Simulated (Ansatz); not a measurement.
# AsGeH6N: the cost of one run

Computed with the Python package of Ansatz 0.2.0. Level of theory: CAM-B3LYP/def2-SVPD.

## Step 1: The structure

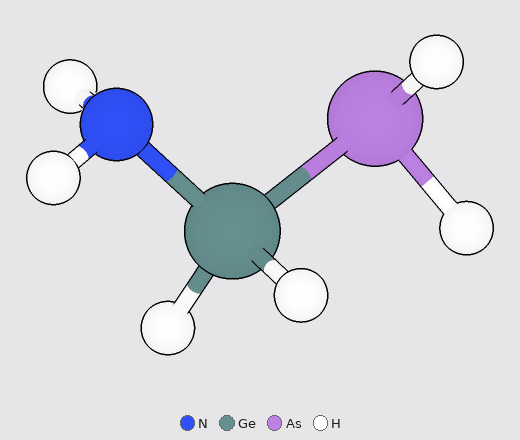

The starting structure, viewed from a chosen angle; nitrogen blue, germanium teal, arsenic purple, hydrogen white.

asgeh6n.xyz, read by the script:

```xyz
9

N    -1.50020    0.89030   -0.12970
Ge   -0.23340   -0.41710    0.27110
As    1.78660    0.03250   -0.94070
H    -1.69840    0.81210   -1.15210
H    -2.37750    0.62050    0.36850
H     0.06340   -0.39940    1.79230
H    -0.78070   -1.80930   -0.13470
H     2.60210   -0.97100   -0.06140
H     2.13800    1.24130   -0.01320
```

## Step 2: Script

Input file ip_asgeh6n.py:

```python
"""Vertical ionisation energy and electron affinity of AsGeH6N."""

import ansatz


def total_energy(molecule, charge=0, unpaired=0):
    calc = (
        molecule.calculation()
        .basis(gaussian="def2-SVPD")
        .functional("cam_b3lyp")
    )
    if charge:
        calc = calc.charge(charge)
    if unpaired:
        calc = calc.spin("collinear", total=unpaired)
    report = calc.run().report
    if report["published_state_doubts"]:
        print("  doubts:", report["published_state_doubts"])
    return report["free_energy_ev"]


def main() -> None:
    geometry = ansatz.Crystal.molecule_from_extxyz("asgeh6n.xyz")

    # total-energy differences at one geometry
    parent = total_energy(geometry, 0, 0)
    cation = total_energy(geometry, 1, 1)
    print(f"E(N)   = {parent:.5f} eV")
    print(f"E(N-1) = {cation:.5f} eV  (1 unpaired)")
    print(f"vertical ionisation energy {cation - parent:.3f} eV")
    anion = total_energy(geometry, -1, 1)
    print(f"E(N+1) = {anion:.5f} eV  (1 unpaired)")
    print(f"vertical electron affinity {parent - anion:.3f} eV" + ("" if anion < parent else " (unbound in this basis)"))
    print(f"fundamental gap IP - EA = {cation + anion - 2 * parent:.3f} eV")


if __name__ == "__main__":
    main()
```

## Step 3: The input behind the calls

The engine receives this input (first run):

```yaml
crystal:
  periodic: [false, false, false]
  atoms:
    - { symbol: "N", position_ang: [-1.5002, 0.8903, -0.1297] }
    - { symbol: Ge, position_ang: [-0.2334, -0.4171, 0.2711] }
    - { symbol: As, position_ang: [1.7866, 0.0325, -0.9407] }
    - { symbol: H, position_ang: [-1.6984, 0.8121, -1.1521] }
    - { symbol: H, position_ang: [-2.3775, 0.6205, 0.3685] }
    - { symbol: H, position_ang: [0.0634, -0.3994, 1.7923] }
    - { symbol: H, position_ang: [-0.7807, -1.8093, -0.1347] }
    - { symbol: H, position_ang: [2.6021, -0.971, -0.0614] }
    - { symbol: H, position_ang: [2.138, 1.2413, -0.0132] }
basis:
  gaussian:
    orbitals: def2-SVPD
hamiltonian:
  xc: cam_b3lyp
```

## Step 4: The run

Run with:

```
> python ip_asgeh6n.py
```

**Question.** How long does this script take on 1 thread of Arm Neoverse V2, shared host, and how much memory does it need?

About 54 s, with a peak of 0.74 GiB.
